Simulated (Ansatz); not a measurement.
Process, species as SMILES: O=[SiH] (O-SiH) → H atom + O atom + Si atom
B3LYP-D3(BJ)/def2-TZVP geometries, fixed; electronic energies without zero-point terms.

Basis-set convergence of the atomisation energy at PBE0 with Ansatz (a first-principles code). Cartesian d functions, on some or all atoms, in 6-31G*, 6-31G**, 6-31+G*; all else is spherical. The program fits the integrals of some runs and decomposes those of others, by size. Open shells are unrestricted. No added dispersion term, no relativity. Functions are those of the species that has most. Reference: the value in pcseg-4, 211.55 kcal/mol, itself unsure by roughly 0.07 kcal/mol (its mean distance from aug-pcseg-3, aug-cc-pV(Q+d)Z, cc-pV(5+d)Z). Deviations are taken from unrounded values.

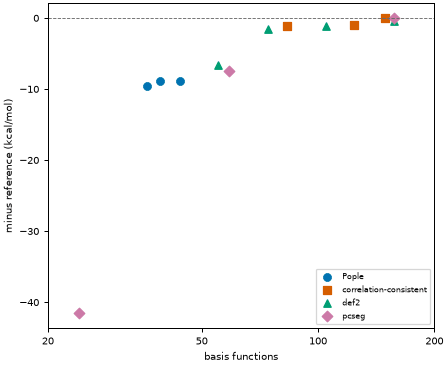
Deviation from the reference against the number of basis functions, by family of sets.

```
basis            functions  atomisation energy (kcal/mol)  minus reference (kcal/mol)
---------------  ---------  -----------------------------  --------------------------
pcseg-0                 24                         169.99                      -41.57
6-31G*                  36                         202.02                       -9.53
6-31G**                 39                         202.70                       -8.86
6-31+G*                 44                         202.65                       -8.90
def2-SVPD               55                         204.94                       -6.62
aug-pcseg-1             59                         204.06                       -7.50
def2-TZVP               74                         209.97                       -1.58
cc-pV(T+d)Z             83                         210.42                       -1.14
def2-TZVPPD            105                         210.49                       -1.06
aug-cc-pV(T+d)Z        124                         210.62                       -0.93
cc-pV(Q+d)Z            149                         211.52                       -0.03
def2-QZVPP             157                         211.09                       -0.46
pcseg-3                157                         211.48                       -0.07
```
